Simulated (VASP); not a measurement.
Band structure of CaS (rock salt). All values below come from PBE GGA with D3 dispersion (zero damping), VASP's PBE PAW potentials (set 64) (plane waves; VASP).

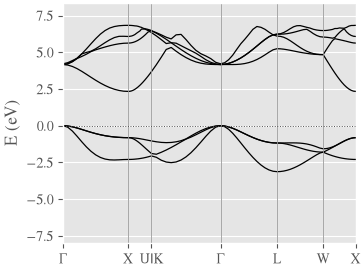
Bands along high-symmetry lines, zero at the valence-band maximum or, without a gap, the Fermi level

Question: Read the plot: is there a gap, and where are the band edges?

Answer: The gap is indirect, 2.33 eV, from the valence maximum at Γ to the conduction minimum at X. (Edges off the drawn lines would not show.)

Measured: gap 4.43 eV (computed value off by -2.10 eV), as given by David Waroquiers et al., Physical Review B (2013), arXiv:1302.6756.

The compound is CaS in the rock salt structure. It was relaxed first.
